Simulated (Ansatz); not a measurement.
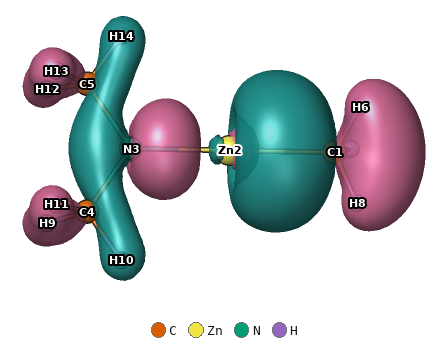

The picture shows: C₃H₉NZn (SMILES [CH3][Zn][N](C)C). The HOMO−1 at ±0.08 Å⁻³ᐟ² (teal and pink are the two phases), seen at a tilt.

Geometry: PBE0-D4/def2-TZVP.

All numbers below come from RKS PBE0-D4/def2-TZVPP in Ansatz.

```yaml
atoms:
  - { symbol: C, position_ang: [-1.4230, 2.3490, 1.2536] }
  - { symbol: Zn, position_ang: [-0.5160, 0.8489, 0.4539] }
  - { symbol: N, position_ang: [0.3434, -0.5646, -0.3020] }
  - { symbol: C, position_ang: [0.2737, -0.8933, -1.6980] }
  - { symbol: C, position_ang: [1.1659, -1.4854, 0.4311] }
  - { symbol: H, position_ang: [-0.7550, 2.8937, 1.9246] }
  - { symbol: H, position_ang: [-2.2933, 2.0226, 1.8268] }
  - { symbol: H, position_ang: [-1.7651, 3.0440, 0.4831] }
  - { symbol: H, position_ang: [-0.1489, -1.8982, -1.8669] }
  - { symbol: H, position_ang: [-0.3531, -0.1836, -2.2455] }
  - { symbol: H, position_ang: [1.2681, -0.8848, -2.1757] }
  - { symbol: H, position_ang: [0.7876, -2.5198, 0.3683] }
  - { symbol: H, position_ang: [2.2027, -1.5052, 0.0547] }
  - { symbol: H, position_ang: [1.2129, -1.2232, 1.4919] }
```

> Where does this orbital lie, and at what energy?

By Hirshfeld shares it lies mainly on C1 (about 40 %), Zn2 (about 20 %) and N3 (about 15 %). Its energy is −7.91 eV.
